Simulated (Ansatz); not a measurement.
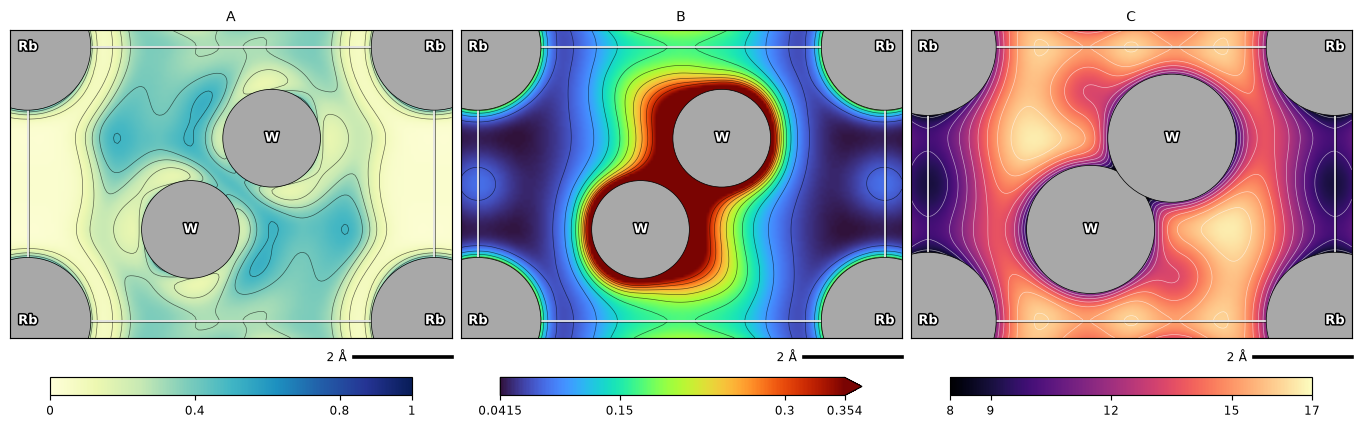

RbW₂: 3 fields on the (110) plane of the conventional cell, with unlabelled colour scales. Grey discs cover the atomic cores.

Space group P-3m1; a structure generated by program, which may or may not match a known phase; computed without spin polarisation.

The calculation used DFT PBE, scalar-relativistic, plane waves, PAW in Ansatz.

**Which field does each panel show? The fields are: electron localisation function, electrostatic potential energy of an electron and valence pseudo-density.**

Panel A: electron localisation function. Panel B: valence pseudo-density. Panel C: electrostatic potential energy of an electron (low next to the atoms, rising into the space between them).
